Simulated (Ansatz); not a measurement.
**A computed series for Ti3MoB4: response to strain**

The reference is Ti3MoB4 (space group Pm, No. 6; a = 4.510 Å, b = 3.035 Å, c = 5.983 Å, α = 90.00°, β = 90.35°, γ = 90.00°; a cell from a computed database, its experimental status unchecked).

Strains are applied to the cell and any free atomic positions relax.

Method: DFT with PBEsol, PAW potentials and a 420 eV plane-wave cutoff in Ansatz (a program for electronic structure), no spin-orbit coupling.

Notes on the quantities. energy relative to the base: free energy F.

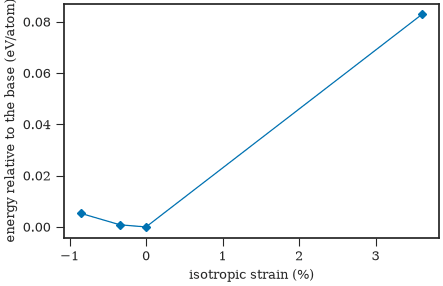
Figure: Energy relative to the base against isotropic strain

Task: From the plot, what is the energy relative to the base for isotropic strain −0.34 %?

Result: About 0.001 eV/atom.

Task: Is the trend monotonic over the range shown?

Result: No, it turns within the range, spanning 0 meV/atom to +83 meV/atom.

Whether these cells are dynamically stable was not tested. The final runs are not spin-polarised.
